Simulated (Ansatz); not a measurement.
**[SnH5]− (SMILES [H][Sn-]([H])([H])([H])[H]) at 6 levels**

We compute a comparison of 6 runs (UHF/STO-3G, B2PLYP/STO-3G, BHLYP/STO-3G, PBE/STO-3G, RPA@PBE/STO-3G, UMP2/STO-3G) of [SnH5]−. 

The calculation is run with Ansatz 0.2.0.

1 further run of the same task is left out (set aside as unsound or not needed).

## Step 1: Starting point

[SnH5]− has 6 atoms, charge -1, and is taken as a singlet. SMILES: `[H][Sn-]([H])([H])([H])[H]`. The H2–Sn1 distance was set to 2.828 Å, away from the relaxed value. At this shape a bond of the SMILES string is far longer than usual.

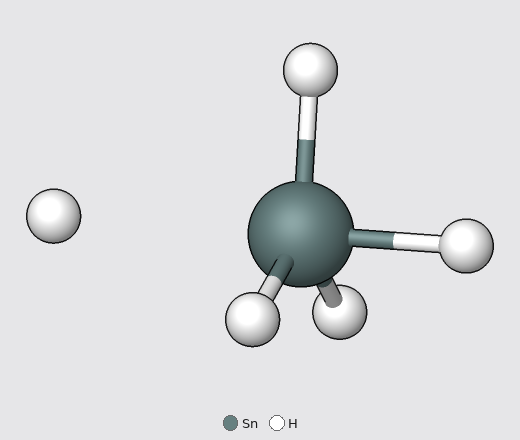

Viewed from a chosen angle; tin teal, hydrogen white.

## Step 2: The energy at UHF/STO-3G (run 1)

File input.yaml:

```yaml
crystal:
  periodic: [false, false, false]
  atoms:
    - {symbol: Sn, position_ang: [0.010710, 0.001030, -0.942233]}
    - {symbol: H, position_ang: [-0.020070, -0.006290, 1.885790]}
    - {symbol: H, position_ang: [0.030510, 0.013160, -2.830683]}
    - {symbol: H, position_ang: [1.793040, 0.013220, -0.923793]}
    - {symbol: H, position_ang: [-0.892210, 1.538410, -0.946073]}
    - {symbol: H, position_ang: [-0.870690, -1.547320, -0.956273]}
basis:
  gaussian:
    orbitals: STO-3G
magnetization:
  spin_polarized: true
  initial_magnetization: 0
hamiltonian:
  xc: hf
accuracy: high
total_charge: -1
```

Launch:

```sh
$ ansatz run input.yaml --threads 1 --pin off --max-ram 2610MiB --events-out events.jsonl --progress --plain --runs-dir runs
```

Standard output:

```text
Warning: RAYON_NUM_THREADS=1 ignored (pool sized by the plan → 1); use --threads N
Functional definition: HF
  name "HF"
  exchange = exact_x
  correlation = 0
566 factors; integrals over basis functions are off by at most 4.7e-9 eV
mean field evaluation 1: about -162336.9256 eV, gradient 6.8e0 eV
mean field evaluation 2: about -162336.9200 eV, gradient 6.8e0 eV
mean field evaluation 4: about -162338.1127 eV, gradient 1.4e-1 eV
mean field evaluation 8: about -162338.1091 eV, gradient 1.4e-4 eV
mean field evaluation 16: about -162338.2274 eV, gradient 1.0e-1 eV
mean field evaluation 32: about -162334.1408 eV, gradient 4.1e0 eV
mean field -162338.22848924 eV, -5965.8198601762 hartree, gradient 7.9e-9 eV, S^2 0.341765; 1 other end points of the search recorded, 0 dependent functions left out
reference -162338.22848924 eV, -5965.8198601762 hartree; 28, 28 occupied and 4, 4 virtual orbitals, 566 factors
Total energy: -162338.22848924 eV, -5965.8198601762 hartree
```

It took 0.6 s on 1 thread of AMD EPYC 9R14 (Zen 4), shared host; peak memory 0.11 GiB.

## Step 3: A single-point energy at B2PLYP/STO-3G (run 2)

File run.yaml:

```yaml
crystal:
  periodic: [false, false, false]
  atoms:
    - symbol: Sn
      position_ang: [0.010710, 0.001030, -0.942233]
    - symbol: H
      position_ang: [-0.020070, -0.006290, 1.885790]
    - symbol: H
      position_ang: [0.030510, 0.013160, -2.830683]
    - symbol: H
      position_ang: [1.793040, 0.013220, -0.923793]
    - symbol: H
      position_ang: [-0.892210, 1.538410, -0.946073]
    - symbol: H
      position_ang: [-0.870690, -1.547320, -0.956273]
basis:
  gaussian: {orbitals: STO-3G}
total_charge: -1
hamiltonian: {xc: {name: B2PLYP}}
correlation: {frozen_orbitals: {H: 0, Sn: 18}}
accuracy: high
```

Launch:

```sh
$ ansatz run run.yaml --threads 1 --pin off --max-ram 2610MiB --events-out events.jsonl --progress --plain --runs-dir runs
```

Standard output, shortened:

```text
Warning: RAYON_NUM_THREADS=1 ignored (pool sized by the plan → 1); use --threads N
Functional definition: B2PLYP
  name "B2PLYP"
[...]
566 factors; integrals over basis functions are off by at most 4.7e-9 eV
[...]
mean field -162383.09642408 eV, -5967.4687263688 hartree, gradient 2.9e-8 eV, S^2 0.000000; 0 other end points of the search recorded, 0 dependent functions left out; unrestricted orbitals would lower it
18 core orbitals not correlated: weight in the atoms' cores, before any rotation towards them, 1.000 or more for the frozen orbitals, at most 0.000 for the correlated occupied ones
reference -162383.09644330 eV, -5967.4687270752 hartree; 10, 10 occupied and 4, 4 virtual orbitals, 566 factors
second order -2.44918809 eV of doubles, -0.00000000 eV of singles
Total energy: -162383.75772408 eV, -5967.4930286958 hartree
```

Run time: 1.6 s. Hardware: 1 thread of AMD EPYC 9R14 (Zen 4), shared host; peak memory 0.13 GiB.

Runs 3 to 4 aren't shown in full; the table further down has their settings and results.

## Step 4: A single-point energy at RPA@PBE/STO-3G (run 5)

File molecule.yaml:

```yaml
crystal:
  periodic: [false, false, false]
  atoms:
    - {symbol: Sn, position_ang: [0.010710, 0.001030, -0.942233]}
    - {symbol: H, position_ang: [-0.020070, -0.006290, 1.885790]}
    - {symbol: H, position_ang: [0.030510, 0.013160, -2.830683]}
    - {symbol: H, position_ang: [1.793040, 0.013220, -0.923793]}
    - {symbol: H, position_ang: [-0.892210, 1.538410, -0.946073]}
    - {symbol: H, position_ang: [-0.870690, -1.547320, -0.956273]}
basis:
  gaussian: {orbitals: STO-3G}
total_charge: -1
hamiltonian: {xc: {name: PBE}}
correlation: {method: rpa, frozen_orbitals: {H: 0, Sn: 18}}
accuracy: high
```

Launch:

```sh
$ ansatz run molecule.yaml --threads 1 --pin off --max-ram 2610MiB --events-out events.jsonl --progress --plain --runs-dir runs
```

Standard output:

```text
Warning: RAYON_NUM_THREADS=1 ignored (pool sized by the plan → 1); use --threads N
Functional definition: PBE
  name "PBE"
  parameter kappa = 0.804
  parameter beta = 0.06672455060314922
  exchange = pbe_x(kappa = kappa, mu = beta*pi^2/3)
  correlation = pbe_c(beta = beta)
566 factors; integrals over basis functions are off by at most 4.7e-9 eV
mean field evaluation 1: about -162377.7861 eV, gradient 1.8e1 eV
mean field evaluation 2: about -162377.6951 eV, gradient 1.8e1 eV
mean field evaluation 4: about -162379.6700 eV, gradient 1.1e1 eV
mean field evaluation 8: about -162381.0829 eV, gradient 1.7e0 eV
mean field evaluation 16: about -162381.0997 eV, gradient 4.2e-5 eV
mean field -162381.09971108 eV, -5967.3953485197 hartree, gradient 3.1e-8 eV, S^2 0.000000; 0 other end points of the search recorded, 0 dependent functions left out
18 core orbitals not correlated: weight in the atoms' cores, before any rotation towards them, 1.000 or more for the frozen orbitals, at most 0.000 for the correlated occupied ones
reference -162337.48464968 eV, -5965.7925245765 hartree; 10, 10 occupied and 4, 4 virtual orbitals, 566 factors
Total energy: -162342.15351023 eV, -5965.9641020371 hartree
```

Run time: 1.6 s. Hardware: 1 thread of AMD EPYC 9R14 (Zen 4), shared host; peak memory 0.12 GiB.

## Step 5: The energy at UMP2/STO-3G (run 6)

File in.yaml:

```yaml
crystal:
  periodic: [false, false, false]
  atoms:
    - {symbol: Sn, position_ang: [0.010710, 0.001030, -0.942233]}
    - {symbol: H, position_ang: [-0.020070, -0.006290, 1.885790]}
    - {symbol: H, position_ang: [0.030510, 0.013160, -2.830683]}
    - {symbol: H, position_ang: [1.793040, 0.013220, -0.923793]}
    - {symbol: H, position_ang: [-0.892210, 1.538410, -0.946073]}
    - {symbol: H, position_ang: [-0.870690, -1.547320, -0.956273]}
basis:
  gaussian: {orbitals: STO-3G}
total_charge: -1
magnetization: {spin_polarized: true, initial_magnetization: 0}
correlation: {method: mp2, frozen_orbitals: {H: 0, Sn: 18}}
accuracy: high
```

Launch:

```sh
$ ansatz run in.yaml --threads 1 --pin off --max-ram 2610MiB --events-out events.jsonl --progress --plain --runs-dir runs
```

Standard output, shortened:

```text
Warning: RAYON_NUM_THREADS=1 ignored (pool sized by the plan → 1); use --threads N
[... 2 set-up lines as earlier in the session ...]
[...]
566 factors; integrals over basis functions are off by at most 4.7e-9 eV
[...]
mean field -162338.22848924 eV, -5965.8198601762 hartree, gradient 7.9e-9 eV, S^2 0.341765; 4 other end points of the search recorded, 0 dependent functions left out
18 core orbitals not correlated: weight in the atoms' cores, before any rotation towards them, 1.000 or more for the frozen orbitals, at most 0.000 for the correlated occupied ones
reference -162338.22848924 eV, -5965.8198601762 hartree; 10, 10 occupied and 4, 4 virtual orbitals, 566 factors
second order -1.31131705 eV of doubles, -0.00000000 eV of singles
Total energy: -162339.53980630 eV, -5965.8680501891 hartree
```

Wall time 0.67 s (1 thread of AMD EPYC 9R14 (Zen 4), shared host); peak memory 0.12 GiB.

## Step 6: The series

| run | level | frozen core orbitals | energy (Eh) | wall time |
| --- | --- | --- | --- | --- |
| 1 | UHF/STO-3G | – | -5965.819860 | 0.6 s |
| 2 | B2PLYP/STO-3G | 18 | -5967.493029 | 1.6 s |
| 3 | BHLYP/STO-3G | – | -5968.168671 | 1.2 s |
| 4 | PBE/STO-3G | – | -5967.395349 | 1.1 s |
| 5 | RPA@PBE/STO-3G | 18 | -5965.964102 | 1.6 s |
| 6 | UMP2/STO-3G | 18 | -5965.868050 | 0.67 s |

## Step 7: Summary of results

| quantity | value |
| --- | --- |
| run 6: total energy | -5965.86805 Eh |
| run 6: correlation energy (18 core orbitals frozen) | -48.2 mEh |
| run 6: ⟨S²⟩ of the reference determinant | 0.342 |

What this shows: Totals of different functionals can't be ranked against each other. In run 2 the log says that unrestricted orbitals would lower the reference, so the values rest on an unstable closed-shell determinant (other closed-shell runs at this shape may share the fault). In runs 1, 2, 3, 4, 5, 6 the basis is minimal, so the values are rough. In runs 1, 2, 3, 4, 5, 6 relativity is left out where basis or elements ask for it. Spin contamination of the reference: run 1 ⟨S²⟩ = 0.34, run 6 ⟨S²⟩ = 0.34. All runs together took 6.8 s, the longest 1.6 s.
